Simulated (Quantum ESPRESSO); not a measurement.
# Collinear magnetic orders of NiAgO2 with Quantum ESPRESSO, part 2 of 2

Aim: find out which collinear order of NiAgO2 costs least.

Quantum ESPRESSO 7.5; PBEsol; plane waves with GBRV 1.5 PBEsol potentials, no spin-orbit coupling.

So far, absolute magnetization (μB): step 2 (run 1, typed as ferro ++) 1.72.

## Step 3: Run 2 (antiferro +−)

The input, pw.in:

```
&CONTROL
  calculation = 'scf'
  prefix = 'pwscf'
  outdir = './tmp'
  pseudo_dir = './pseudo'
  disk_io = 'nowf'
/
&SYSTEM
  ibrav = 0
  nat = 8
  ntyp = 4
  ecutwfc = 40
  ecutrho = 280
  nbnd = 62
  occupations = 'smearing'
  smearing = 'fd'
  degauss = 0.00367493
  nspin = 2
  starting_magnetization(1) = 0.1111
  starting_magnetization(2) = -0.1111
  starting_magnetization(3) = 0
  starting_magnetization(4) = 0
/
&ELECTRONS
  conv_thr = 1.6d-08
  electron_maxstep = 150
  mixing_beta = 0.3
/
ATOMIC_SPECIES
Ni1    58.6934 ni_pbesol_v1.4.uspp.F.UPF
Ni2    58.6934 ni_pbesol_v1.4.uspp.F.UPF
Ag    107.8682 ag_pbesol_v1.4.uspp.F.UPF
O      15.9990 o_pbesol_v1.2.uspp.F.UPF
CELL_PARAMETERS angstrom
   2.9991629743    0.0000000000    0.0000000000
  -1.4995814871    2.5973513258    0.0000000000
   0.0000000000    0.0000000000   12.3151270000
ATOMIC_POSITIONS crystal
Ni1     0.0000000000    0.0000000000    0.5000000000
Ni2     0.0000000000    0.0000000000    0.0000000000
Ag      0.6666666700    0.3333333300    0.7500000000
Ag      0.3333333300    0.6666666700    0.2500000000
O       0.3333333300    0.6666666700    0.4180620000
O       0.6666666700    0.3333333300    0.9180620000
O       0.6666666700    0.3333333300    0.5819380000
O       0.3333333300    0.6666666700    0.0819380000
K_POINTS automatic
8 8 2 0 0 0
```

Command:

```console
$ OMP_NUM_THREADS=1 mpirun -n 4 pw.x -nk 4 -in pw.in > pw.out
```

What it wrote:

```text
[banner, memory and clock lines left out]
Program PWSCF v.7.5 starts

     Message from routine setup:
     using ibrav=0 with symmetry is DISCOURAGED, use correct ibrav instead

     bravais-lattice index     =            0
     lattice parameter (alat)  =       5.6676  a.u.
     unit-cell volume          =     647.3904 (a.u.)^3
     number of atoms/cell      =            8
     number of atomic types    =            4
     number of electrons       =        98.00
     number of Kohn-Sham states=           62
     kinetic-energy cutoff     =      40.0000  Ry
     charge density cutoff     =     280.0000  Ry
     scf convergence threshold =      1.6E-08
     mixing beta               =       0.3000
     number of iterations used =            8  plain     mixing
     Exchange-correlation= SLA  PW   PSX  PSC
                           (   1   4  10   8   0   0   0)

     celldm(1)=   5.667597  celldm(2)=   0.000000  celldm(3)=   0.000000
     celldm(4)=   0.000000  celldm(5)=   0.000000  celldm(6)=   0.000000

     crystal axes: (cart. coord. in units of alat)
               a(1) = (   1.000000   0.000000   0.000000 )
               a(2) = (  -0.500000   0.866025   0.000000 )
               a(3) = (   0.000000   0.000000   4.106188 )

     reciprocal axes: (cart. coord. in units 2 pi/alat)
               b(1) = (  1.000000  0.577350 -0.000000 )
               b(2) = (  0.000000  1.154701  0.000000 )
               b(3) = (  0.000000 -0.000000  0.243535 )

     PseudoPot. # 1 for Ni read from file:
     ni_pbesol_v1.4.uspp.F.UPF
     Pseudo is Ultrasoft + core correction, Zval = 18.0

     PseudoPot. # 2 for Ni read from file:
     ni_pbesol_v1.4.uspp.F.UPF
     Pseudo is Ultrasoft + core correction, Zval = 18.0

     PseudoPot. # 3 for Ag read from file:
     ag_pbesol_v1.4.uspp.F.UPF
     Pseudo is Ultrasoft + core correction, Zval = 19.0

     PseudoPot. # 4 for O  read from file:
     o_pbesol_v1.2.uspp.F.UPF
     Pseudo is Ultrasoft + core correction, Zval =  6.0

     atomic species   valence    mass     pseudopotential
     Ni1              18.00    58.69340     Ni( 1.00)
     Ni2              18.00    58.69340     Ni( 1.00)
     Ag               19.00   107.86820     Ag( 1.00)
     O                 6.00    15.99900     O ( 1.00)

     Starting magnetic structure
     atomic species   magnetization
     Ni1             0.111
     Ni2            -0.111
     Ag              0.000
     O               0.000

     12 Sym. Ops., with inversion, found

   Cartesian axes

     site n.     atom                  positions (alat units)
         1        Ni1    tau(   1) = (   0.0000000   0.0000000   2.0530940  )
         2        Ni2    tau(   2) = (   0.0000000   0.0000000   0.0000000  )
         3        Ag     tau(   3) = (   0.5000000   0.2886751   3.0796410  )
         4        Ag     tau(   4) = (  -0.0000000   0.5773503   1.0265470  )
         5        O      tau(   5) = (  -0.0000000   0.5773503   1.7166412  )
         6        O      tau(   6) = (   0.5000000   0.2886751   3.7697352  )
         7        O      tau(   7) = (   0.5000000   0.2886751   2.3895468  )
         8        O      tau(   8) = (  -0.0000000   0.5773503   0.3364528  )

     number of k points=    20  Fermi-Dirac smearing, width (Ry)=  0.0037
                       cart. coord. in units 2pi/alat
        k(    1) = (   0.0000000   0.0000000   0.0000000), wk =   0.0078125
        k(    2) = (   0.0000000   0.0000000  -0.1217674), wk =   0.0078125
        k(    3) = (   0.0000000   0.1443376   0.0000000), wk =   0.0468750
        k(    4) = (   0.0000000   0.1443376  -0.1217674), wk =   0.0468750
        k(    5) = (   0.0000000   0.2886751   0.0000000), wk =   0.0468750
        [... 15 further k-points ...]

     Dense  grid:    51111 G-vectors     FFT dimensions: (  32,  32, 125)

     Smooth grid:    22245 G-vectors     FFT dimensions: (  24,  24,  96)

     Check: negative core charge=   -0.000008
     Generating pointlists ...
     new r_m :   0.2756 (alat units)  1.5622 (a.u.) for type    1
     new r_m :   0.2756 (alat units)  1.5622 (a.u.) for type    2
     new r_m :   0.2847 (alat units)  1.6134 (a.u.) for type    3
     new r_m :   0.2756 (alat units)  1.5622 (a.u.) for type    4

     Initial potential from superposition of free atoms

     starting charge      92.9999, renormalised to      98.0000
     Starting wfcs are   68 randomized atomic wfcs

     Self-consistent Calculation

     iteration #  1     ecut=    40.00 Ry     beta= 0.30
     Davidson diagonalization with overlap
     ethr =  1.00E-02,  avg # of iterations =  3.6

     total energy              =   -1368.80831711 Ry
     estimated scf accuracy    <      99.39750178 Ry

     total magnetization       =     0.00 Bohr mag/cell
     absolute magnetization    =     0.75 Bohr mag/cell

     iteration #  2     ecut=    40.00 Ry     beta= 0.30
     Davidson diagonalization with overlap
     ethr =  1.00E-02,  avg # of iterations =  4.7

     total energy              =   -1385.27179995 Ry
     estimated scf accuracy    <     240.71621237 Ry

     total magnetization       =     0.00 Bohr mag/cell
     absolute magnetization    =     0.11 Bohr mag/cell

     [... further iterations left out ...]

     iteration # 19     ecut=    40.00 Ry     beta= 0.30
     Davidson diagonalization with overlap
     ethr =  1.55E-10,  avg # of iterations =  1.0

     total energy              =   -1405.93005389 Ry
     estimated scf accuracy    <       0.00000002 Ry

     total magnetization       =     0.00 Bohr mag/cell
     absolute magnetization    =     1.82 Bohr mag/cell

     iteration # 20     ecut=    40.00 Ry     beta= 0.30
     Davidson diagonalization with overlap
     ethr =  2.26E-11,  avg # of iterations =  2.0

     Magnetic moment per site  (integrated on atomic sphere of radius R)
     atom   1 (R=0.276)  charge= 15.4170  magn=  0.6990
     atom   2 (R=0.276)  charge= 15.4191  magn= -0.6990
     atom   3 (R=0.285)  charge= 15.3449  magn= -0.0000
     atom   4 (R=0.285)  charge= 15.3449  magn= -0.0000
     atom   5 (R=0.276)  charge=  5.3844  magn=  0.0737
     atom   6 (R=0.276)  charge=  5.3840  magn= -0.0738
     atom   7 (R=0.276)  charge=  5.3844  magn=  0.0737
     atom   8 (R=0.276)  charge=  5.3840  magn= -0.0738

     End of self-consistent calculation

     [... lines left out ...]
     the Fermi energy is    11.6920 ev

!    total energy              =   -1405.93005392 Ry
     estimated scf accuracy    <          3.4E-09 Ry
     smearing contrib. (-TS)   =      -0.00345624 Ry
     internal energy E=F+TS    =   -1405.92659768 Ry

     The total energy is F=E-TS. E is the sum of the following terms:
     one-electron contribution =    -833.83759177 Ry
     hartree contribution      =     463.11822902 Ry
     xc contribution           =    -155.84510154 Ry
     ewald contribution        =    -879.36213339 Ry

     total magnetization       =     0.00 Bohr mag/cell
     absolute magnetization    =     1.82 Bohr mag/cell

     convergence has been achieved in  20 iterations
```

Elapsed: 3.9 min, on 4 MPI ranks of Arm Neoverse N1, shared host; peak memory 0.7 GiB.

Spin moment in the atom's sphere by atom:

```
atom  spin moment in the atom's sphere (μB)
 Ni1                                  0.699
 Ni2                                 -0.699
 Ag3                                  0.000
 Ag4                                  0.000
  O5                                  0.074
  O6                                 -0.074
  O7                                  0.074
  O8                                 -0.074
```

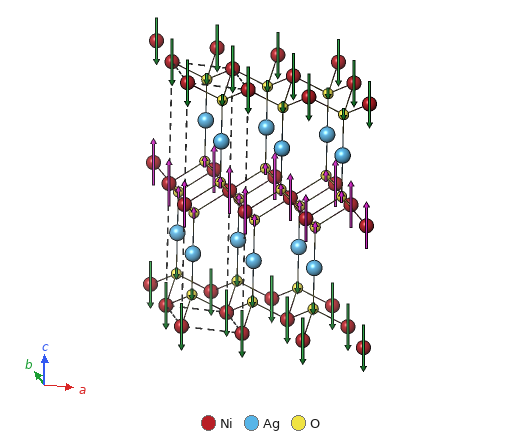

Spin moment in the atom's sphere as arrows, the longest 0.699 μB. Up and down stand for the sign. Arrows give size and sign along the axis of quantisation, drawn up and down the page. Each arrow also spans its atom, so small moments look longer than they are. The two directions have two colours. Bonds to atoms that aren't drawn are left out. 3×2×1 cells are drawn. Some periodic images of atoms are drawn too.

Read from the output:

- smearing term TS: 0.04702 eV
- magnetization: 0 μB
- absolute magnetization: 1.819 μB
- final state: antiferromagnetic

## Step 4: The states side by side

An order is kept where moments of 0.15 μB or more survive with the typed signs; meshes match where a doubled cell samples the same k points as the first cell.

Orders:

```
       start        final state  typed order kept  energy over the lowest (meV a seeded atom)  largest site moment (μB)  net moment (μB a cell of the first run)  mesh matched  CPU time (s)
    ferro ++      ferromagnetic               yes                                           0                    0.6489                                    1.669           yes         425.9
antiferro +-  antiferromagnetic               yes                                       0.491                     0.699                                        0           yes         570.2
```

## Step 5: Outcome

```json
{
  "lowest state found": "ferromagnetic (from ferro ++)",
  "largest site moment": "0.649 μB",
  "next state with moments": "antiferromagnetic, 0.491 meV a seeded atom higher"
}
```

In words: The two lowest states lie so close that the mesh, the smearing, the functional or spin–orbit coupling could swap them. The smearing terms TS of the orders run from 20 to 24 meV a seeded atom, so the differences would change at a smaller width: an order with a larger TS is lowered more by the smearing. Only these 2 starts were compared; other wavevectors, canted and longer-period orders were not. No Hubbard term acts here. In such compounds local and semilocal functionals without one often delocalise the d electrons, and can shrink or lose moments and miss the size, sign and order of the couplings. The smearing term is large for its width, so states at the Fermi level are partly filled: at this level the cell is a metal or has a gap of a few widths at most.

[Logs and program files are shortened in this print: banners, set-up blocks, solver, clock and traceback lines can be left out without a mark of their own.]

[Logs are printed without paths, hosts, clocks, repeated set-up lines and the standing remarks that a program may print on its own settings, such as how far it seeks lower states.]

[Hosts, paths, dates, database ids (printed as entryN), source tags and the programs' standing remarks are cut or masked in the printed files.]

[Where a cell is said to come from a database of computed structures, the database is the Materials Project.]
